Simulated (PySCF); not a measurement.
**C$_{3}$H$_{10}$O$_{2}$SSi (SMILES CO[SiH2]OCCS): density, localisation and related maps**

```csv
atom,x (Å),y (Å),z (Å)
C,3.3461,0.0145,0.7927
O,2.1501,-0.5117,0.3263
Si,0.7380,0.2671,0.3055
O,-0.1543,-0.9356,-0.2953
C,-1.4575,-0.8808,-0.7528
C,-2.4316,-0.3008,0.2609
S,-2.3175,1.5228,0.2445
H,3.6106,0.9253,0.2500
H,4.1277,-0.7309,0.6429
H,3.2794,0.2549,1.8566
H,0.7734,1.4458,-0.5617
H,0.3336,0.6483,1.6631
H,-1.7587,-1.9095,-0.9828
H,-1.5043,-0.2871,-1.6758
H,-2.1798,-0.6529,1.2596
H,-3.4546,-0.5751,0.0046
H,-3.1079,1.7178,1.3013
```

Geometry: GFN2-xTB.

All numbers below come from PBE0/pcSseg-1, SCF density, gas phase, non-relativistic in PySCF 2.14.0.

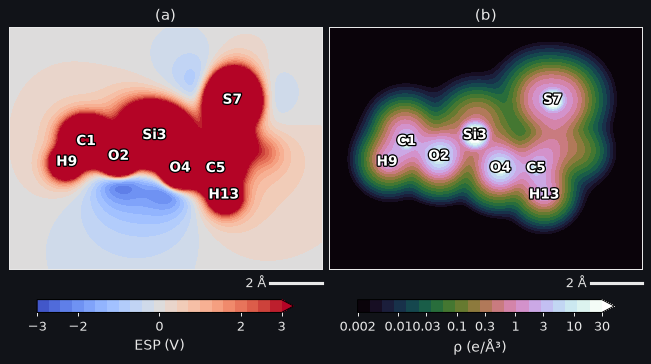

Figure 1. (a) electrostatic potential; (b) electron density on the plane of atoms O2, Si3 and O4.

> Read the bonding off the picture.

- The section cuts through C, O, Si, S and H sites.
- C–O (1.38 Å): ρ is about 2.2 e/Å³ halfway, with its minimum of 1.8 e/Å³ about 0.5 Å from C.
- Si–O (1.61 Å): the density is about 1.2 e/Å³ at the midpoint.
- C–H (1.09 Å): ρ is about 2 e/Å³ halfway.
- Outside the dense part of the molecule the potential is most negative (−2.3 V) near O2.

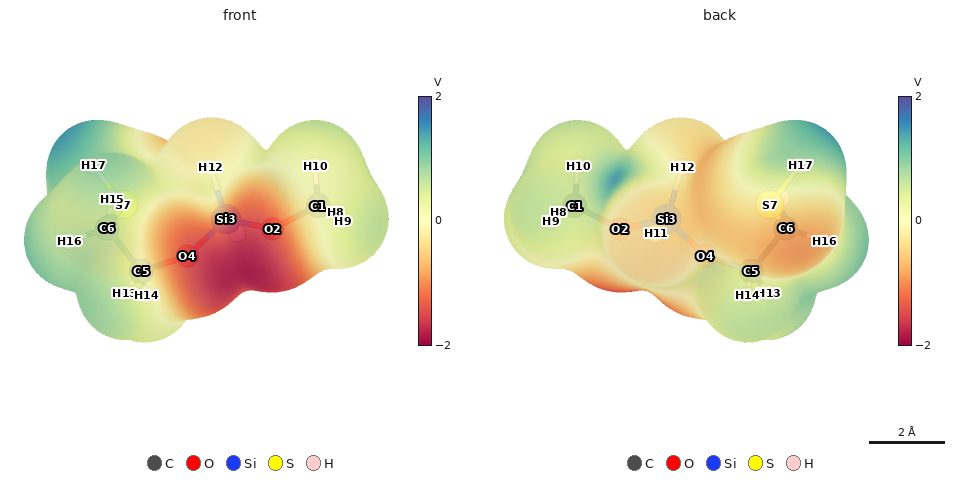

Figure 2. The molecular electrostatic potential painted on the density surface at 0.002 e/bohr³, seen from the front and from behind; red is negative and blue positive.

> Describe the electrostatic potential map.

The most negative region (about −1.9 V) lies over O2 and O4, the most positive (about +1.4 V) over Si3 and H17.

> What dipole moment does the calculation give?

Its dipole moment is 1.71 D.
